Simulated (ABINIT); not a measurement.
# SnSe2 (P-3m1): G0W0 with ABINIT, start to end

How does a plane-wave GW calculation on SnSe2 (P-3m1) run from the first input to the gap?

Calculated with ABINIT 10.8.3; PBEsol and many-body steps on it, plane waves.

**Experimental background.**

- Gap 1.21 ± 0.04 eV: quasiparticle gap from STS band edges on large flat area; scanning tunneling spectroscopy, log dI/dV edge fit; 77.6 K; bulk crystal (n-type SnSe2 region of partially converted crystal) (“Lateral heterostructures formed by thermally converting n-type SnSe2 to p-type SnSe”, 2018, arxiv:1804.01202).

- Gap 1 eV: indirect gap from optical absorption (approximate); optical absorption; bulk crystal (quoted in “Lateral heterostructures formed by thermally converting n-type SnSe2 to p-type SnSe”, 2018, arxiv:1804.01202).

- Gap 1.207 eV: direct band-edge excitonic transition; piezoreflectance; 300 K; bulk crystal (CVT-grown single crystal) (“Temperature Dependent Excitonic Transition Energy and Enhanced Electron-Phonon Coupling in Layered Ternary SnS2-xSex Semiconductors with Fully Tunable Stoichiometry”, 2021, pmc:8069899).

### 1. The structure

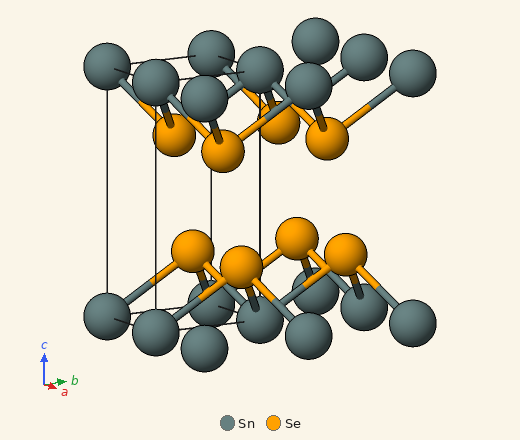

Start, viewed slightly off an axis; tin teal, selenium orange. 2×2×1 cells are drawn. Bonds to atoms that aren't drawn are left out. Some periodic images of atoms are drawn too.

The cell and positions come from the Crystallography Open Database and are kept as given unless a step says otherwise.

### 2. Ground state

This step: ABINIT 10.8.3; DFT, PBEsol, plane waves, norm-conserving pseudopotentials.

The ground-state density comes first.

run.abi reads:

```
acell 3*1.0 Angstrom
rprim 
  3.810999999987 0.000000000003 0.000000000000
  -1.905499999996 3.300422813810 0.000000000000
  0.000000000000 0.000000000000 6.136000000000
ntypat 2
znucl 50 34
natom 3
typat 1 2 2
xred 
  0.000000000000 0.000000000000 0.000000000000
  0.333333333333 0.666666666667 0.249000000000
  0.666666666667 0.333333333333 0.751000000000
pp_dirpath "pseudos"
pseudos "Sn.upf, Se.upf"
ecut 48
ngkpt 6 6 4
nshiftk 1
shiftk 0 0 0
kptopt 1
chksymbreak 0
nband 40
occopt 1
tolvrs 1e-08
nstep 60
prtwf 0
indata_prefix "in"
outdata_prefix "out"
tmpdata_prefix "tmp"
```

The run is started by

```sh
$ OMP_NUM_THREADS=1 mpirun -n 4 abinit run.abi > log
```

Numbers of over 12 decimals in the logs are rounded to 6 here.

What it wrote:

```text
.Version 10.8.3 of ABINIT. v10.8.2 released Aug 2026.

 Symmetries : space group P-3 m 1 (#164); Bravais hP (primitive hexag.)
================================================================================
 Values of the parameters that define the memory need of the present run
     intxc =       0    ionmov =       0      iscf =       7    lmnmax =       6
     lnmax =       6     mgfft =      75  mpssoang =       3    mqgrid =    3617
     natom =       3  nloc_mem =       1    nspden =       1   nspinor =       1
    nsppol =       1      nsym =      12    n1xccc =    2501    ntypat =       2
    occopt =       1   xclevel =       2
-    mband =          40        mffmem =           1         mkmem =           6
       mpw =        8310          nfft =      172800          nkpt =          24
================================================================================
  Rough estimation (10% accuracy) of disk space for files :
================================================================================

--------------------------------------------------------------------------------
------------- Echo of variables that govern the present computation ------------
--------------------------------------------------------------------------------
 -outvars: echo values of preprocessed input variables --------
            acell      1.8897261259E+00  1.8897261259E+00  1.8897261259E+00 Bohr

      chksymbreak           0
             ecut      4.80000000E+01 Hartree
-          fftalg         312

              ixc     -116133
              kpt      0.00000000E+00  0.00000000E+00  0.00000000E+00
                       1.66666667E-01  0.00000000E+00  0.00000000E+00
                       3.33333333E-01  0.00000000E+00  0.00000000E+00
                       5.00000000E-01  0.00000000E+00  0.00000000E+00
                       1.66666667E-01  1.66666667E-01  0.00000000E+00
                       3.33333333E-01  1.66666667E-01  0.00000000E+00
                       3.33333333E-01  3.33333333E-01  0.00000000E+00
                       0.00000000E+00  0.00000000E+00  2.50000000E-01
                       1.66666667E-01  0.00000000E+00  2.50000000E-01
   [... 13 further rows ...]
                       3.33333333E-01  1.66666667E-01  5.00000000E-01
                       3.33333333E-01  3.33333333E-01  5.00000000E-01
         kptrlatt        6    0    0      0    6    0      0    0    4
          kptrlen      4.32104776E+01
P           mkmem           6
            natom           3
            nband          40
            ngfft          48      48      75
             nkpt          24
            nstep          60
             nsym          12
           ntypat           2
              occ      2.000000  2.000000  2.000000  2.000000  2.000000  2.000000
                       2.000000  2.000000  2.000000  2.000000  2.000000  2.000000
                       2.000000  2.000000  2.000000  2.000000  2.000000  2.000000
                       2.000000  2.000000  2.000000  2.000000  2.000000  2.000000
                       2.000000  2.000000  2.000000  2.000000  2.000000  2.000000
                       2.000000  2.000000  2.000000  2.000000  2.000000  0.000000
                       0.000000  0.000000  0.000000  0.000000
            prtwf           0
            rprim      3.8110000000E+00  3.0000000000E-12  0.0000000000E+00
[...]
spgroup         164

           tolvrs      1.00000000E-08

             xred      0.0000000000E+00  0.0000000000E+00  0.0000000000E+00
[...]
znucl       50.00000   34.00000

================================================================================

 chkinp: Checking input parameters for consistency.

================================================================================
== DATASET  1 ==================================================================
-   mpi_nproc: 4, omp_nthreads: 1 (-1 if OMP is not activated)

--- !DatasetInfo
iteration_state: {dtset: 1, }
dimensions: {natom: 3, nkpt: 24, mband: 40, nsppol: 1, nspinor: 1, nspden: 1, mpw: 8310, }
cutoff_energies: {ecut:  48.0, pawecutdg:  -1.0, }
electrons: {nelect:   7.00000000E+01, charge:   0.00000000E+00, occopt:   1.00000000E+00, tsmear:   1.00000000E-02, }

 Real(R)+Recip(G) space primitive vectors, cartesian coordinates (Bohr,Bohr^-1):
 R(1)=  7.2017463  0.0000000  0.0000000  G(1)=  0.1388552  0.0801681  0.0000000
 R(2)= -3.6008731  6.2368952  0.0000000  G(2)=  0.0000000  0.1603362  0.0000000
 R(3)=  0.0000000  0.0000000 11.5953595  G(3)=  0.0000000  0.0000000  0.0862414
 Unit cell volume ucvol=  5.2082339E+02 bohr^3
 Angles (23,13,12)=  9.00000000E+01  9.00000000E+01  1.20000000E+02 degrees

 getcut: wavevector=  0.0000  0.0000  0.0000  ngfft=  48  48  75
         ecut(hartree)=     48.000   => boxcut(ratio)=   2.04626

--- Pseudopotential description ------------------------------------------------
- Sn Generated using ONCVPSP code by D. R. Hamann
- 50.00000  22.00000  180301                  znucl, zion, pspdat
12 -116133 2 -1 1628                          pspcod,pspxc,lmax,lloc,mmax
     nproj     2     2     2
  pspatm : epsatm=   27.40034533
         --- l  ekb(1:nproj) -->
[...]
pspatm: atomic psp has been read  and splines computed

[...]
iteration_state: {dtset: 1, }
solver: {iscf: 7, nstep: 60, nline: 4, wfoptalg: 0, }
tolerances: {tolvrs: 1.00E-08, }

     iter   Etot(hartree)      deltaE(h)  residm     vres2
 ETOT  1  -893.68580945491    -8.937E+02 1.206E+00 2.341E+02
 ETOT  2  -897.63341757190    -3.948E+00 2.094E-02 1.372E+02
 ETOT  3  -897.64537290058    -1.196E-02 2.381E-02 3.695E+01
 ETOT  4  -897.64709092958    -1.718E-03 2.182E-03 1.007E+01
 ETOT  5  -897.64809409641    -1.003E-03 3.727E-04 1.032E+00
 ETOT  6  -897.64817317710    -7.908E-05 4.480E-05 1.226E-02
 ETOT  7  -897.64817381222    -6.351E-07 7.590E-05 6.987E-04
 ETOT  8  -897.64817382620    -1.397E-08 2.791E-05 3.153E-04
 ETOT  9  -897.64817384866    -2.246E-08 4.883E-05 2.538E-06
 ETOT 10  -897.64817384873    -7.140E-11 1.870E-05 1.521E-07
 ETOT 11  -897.64817384879    -6.162E-11 3.235E-05 2.623E-08
 ETOT 12  -897.64817384882    -2.774E-11 1.228E-05 4.991E-10

 At SCF step   12       vres2   =  4.99E-10 < tolvrs=  1.00E-08 =>converged.

 Cartesian components of stress tensor (hartree/bohr^3)
  sigma(1 1)= -1.96460999E-05  sigma(3 2)=  0.00000000E+00
  sigma(2 2)= -1.96460999E-05  sigma(3 1)=  0.00000000E+00
  sigma(3 3)= -7.58820100E-05  sigma(2 1)=  0.00000000E+00

--- !ResultsGS
iteration_state: {dtset: 1, }
comment   : Summary of ground state results
lattice_vectors:
- [  7.2017463,   0.0000000,   0.0000000, ]
- [ -3.6008731,   6.2368952,   0.0000000, ]
- [  0.0000000,   0.0000000,  11.5953595, ]
lattice_lengths: [   7.20175,    7.20175,   11.59536, ]
lattice_angles: [ 90.000,  90.000, 120.000, ] # degrees, (23, 13, 12)
lattice_volume:   5.2082339E+02
convergence: {deltae: -2.774E-11, res2:  4.991E-10, residm:  1.228E-05, diffor: null, }
etotal    :  -8.97648174E+02
entropy   :   0.00000000E+00
fermie    :   2.03189153E-01
cartesian_stress_tensor: # hartree/bohr^3
- [ -1.96460999E-05,   0.00000000E+00,   0.00000000E+00, ]
- [  0.00000000E+00,  -1.96460999E-05,   0.00000000E+00, ]
- [  0.00000000E+00,   0.00000000E+00,  -7.58820100E-05, ]
pressure_GPa:   1.1295E+00
xred      :
- [  0.0000E+00,   0.0000E+00,   0.0000E+00, Sn]
- [  3.3333E-01,   6.6667E-01,   2.4900E-01, Se]
- [  6.6667E-01,   3.3333E-01,   7.5100E-01, Se]
cartesian_forces: # hartree/bohr
- [  7.42423431E-37,  -9.43125231E-25,  -0.00000000E+00, ]
- [ -3.71211715E-37,   4.71562616E-25,   1.16686933E-02, ]
- [ -3.71211715E-37,   4.71562616E-25,  -1.16686933E-02, ]
force_length_stats: {min:   9.43125231E-25, max:   1.16686933E-02, mean:   7.77912886E-03, }

 Integrated electronic density in atomic spheres:
 ------------------------------------------------
 Atom  Sphere_radius  Integrated_density
[...]
2        2.00000         21.24167676
    3        2.00000         21.24167676
================================================================================

 ----iterations are completed or convergence reached----

 Mean square residual over all n,k,spin=   13.346E-09; max=  12.283E-06
 reduced coordinates (array xred) for    3 atoms
       0.000000000000      0.000000000000      0.000000000000
       0.333333333333      0.666666666667      0.249000000000
       0.666666666667      0.333333333333      0.751000000000
 rms dE/dt=  6.3782E-02; max dE/dt=  1.3530E-01; dE/dt below (all hartree)
    1       0.000000000000      0.000000000000      0.000000000000
    2       0.000000000000     -0.000000000000     -0.135302693779
    3       0.000000000000     -0.000000000000      0.135302693779

 cartesian coordinates (angstrom) at end:
    1      0.000000     0.000000     0.000000
    2     -1.67e-12     2.200282     1.527864
    3      1.905500     1.100141     4.608136

 cartesian forces (hartree/bohr) at end:
    1      0.000000    -0.000000    -0.000000
    2     -0.000000     0.000000     0.011669
    3     -0.000000     0.000000    -0.011669
 frms,max,avg= 5.5006748E-03 1.1668693E-02   0.000E+00  0.000E+00  0.000E+00 h/b

 cartesian forces (eV/Angstrom) at end:
    1      0.000000    -0.000000    -0.000000
    2     -0.000000     0.000000     0.600028
    3     -0.000000     0.000000    -0.600028
 frms,max,avg= 2.8285607E-01 6.0002833E-01   0.000E+00  0.000E+00  0.000E+00 e/A
 length scales=  1.889726125908  1.889726125908  1.889726125908 bohr
              =  1.000000000000  1.000000000000  1.000000000000 angstroms
 prteigrs : about to open file out_EIG
 Fermi (or HOMO) energy (hartree) =   0.20319   Average Vxc (hartree)=  -0.37609
 Eigenvalues (hartree) for nkpt=  24  k points:
 kpt#   1, nband= 40, wtk=  0.00694, kpt=  0.0000  0.0000  0.0000 (reduced coord)
  -7.39583   -7.39583   -5.17937   -5.17937   -5.17937   -5.17937   -5.17765   -5.17765
  -4.53925   -2.91598   -2.91598   -2.91589   -1.51923   -1.51923   -1.51923   -1.51923
  -1.51768   -1.51768   -1.51767   -1.51767   -1.51712   -1.51711   -0.57604   -0.57604
  -0.57463   -0.57405   -0.57405   -0.31234   -0.24654   -0.02158    0.17766    0.17766
   0.18895    0.18895    0.20319    0.24005    0.30802    0.37197    0.37197    0.49879
 prteigrs : prtvol=0 or 1, do not print more k-points.

--- !EnergyTerms
iteration_state     : {dtset: 1, }
comment             : Components of total free energy in Hartree
kinetic             :  3.69353113496790E+02
hartree             :  3.68871335808421E+02
xc                  : -8.39747940139128E+01
Ewald energy        : -3.93006523174324E+02
psp_core            :  1.04778441077031E+01
local_psp           : -9.91337539252231E+02
non_local_psp       : -1.78031610821267E+02
total_energy        : -8.97648173848821E+02
total_energy_eV     : -2.44262511715998E+04
band_energy         : -1.54236086006917E+02

 Cartesian components of stress tensor (hartree/bohr^3)
  sigma(1 1)= -1.96460999E-05  sigma(3 2)=  0.00000000E+00
  sigma(2 2)= -1.96460999E-05  sigma(3 1)=  0.00000000E+00
  sigma(3 3)= -7.58820100E-05  sigma(2 1)=  0.00000000E+00

-Cartesian components of stress tensor (GPa)         [Pressure=  1.1295E+00 GPa]
- sigma(1 1)= -5.78008214E-01  sigma(3 2)=  0.00000000E+00
- sigma(2 2)= -5.78008214E-01  sigma(3 1)=  0.00000000E+00
- sigma(3 3)= -2.23252581E+00  sigma(2 1)=  0.00000000E+00

== END DATASET(S) ==============================================================
================================================================================

 -outvars: echo values of variables after computation  --------
           etotal     -8.9764817385E+02
            nband          40
             nkpt          24
          spgroup         164
 [... the other variables as echoed above ...]

 Calculation completed.
```

Wall time 93 s (4 MPI ranks of Arm Neoverse V1, shared host); peak memory 0.5 GiB; 6.2 min of CPU time.

Numbers from this step:

| Item | Value |
| --- | --- |
| total energy | -24426.2512 eV |
| gap | 0.7459 eV |
| k of the valence top | 0, 0, 0 |
| k of the conduction bottom | 0.5, 0, 0.25 |
| least direct gap | 1.003 eV |
| pressure | 1.129 GPa |

The gap is indirect, with the least direct gap 0.26 eV higher.

The cutoff was set for levels, not for stress, so the pressure can be off by some GPa.

(Continued in part 2 of 3.)

[Paths, hosts, dates, memory and timing lines, banners, echoed tables and standing remarks are left out of the program output.]

[Logs are printed without paths, hosts, clocks, repeated set-up lines and the standing remarks that a program may print on its own settings, such as how far it seeks lower states.]

[Runs of the session that timed out or met a known fault of the program may be left out.]

[Hosts, paths, dates, database ids (printed as entryN), source tags and the programs' standing remarks are cut or masked in the printed files.]

[G0W0 gaps are taken among the corrected bands and points alone; a level outside them can change the order at an edge.]

[Where Ansatz stands beside ABINIT at settings called matched, ABINIT's density can come from a denser mesh and the files from another edition; pairs whose starting gaps differed by over 0.03 eV were left out, so agreement reads better than it is.]
